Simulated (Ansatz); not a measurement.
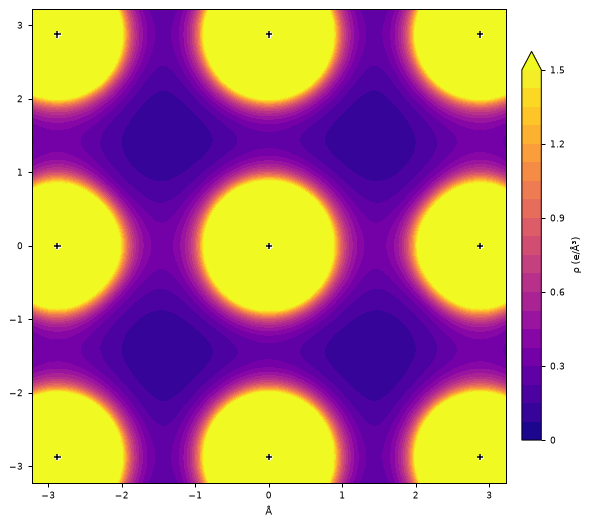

The valence electron density on a plane through atoms (crosses mark nuclei in the plane).

Theory: DFT PBE, scalar-relativistic, plane waves, PAW (Ansatz 0.2.0).

Candidates:
A. Cd3SeS2, a = 4.26 Å, b = 4.26 Å, c = 20.82 Å, α = 90.00°, β = 90.00°, γ = 120.00°. Space group P3m1; a structure generated by program, which may or may not match a known phase.
B. ZrTi3Ge8, a = 8.77 Å, b = 8.93 Å, c = 5.13 Å, α = 90.00°, β = 90.00°, γ = 90.00°. Space group C222; a structure generated by program, which may or may not match a known phase; computed without spin polarisation.
C. Hg3W, a = 5.75 Å, b = 5.75 Å, c = 5.75 Å, α = 90.00°, β = 90.00°, γ = 90.00°. Space group Im-3m; a structure generated by program, which may or may not match a known phase.

### Which system is this?

Candidate C: Hg3W on the (010) plane of the conventional cell, which holds Hg and W. Hg–Hg (2.87 Å): ρ is about 0.28 e/Å³ halfway. Hg–W (2.87 Å): ρ is about 0.34 e/Å³ halfway.
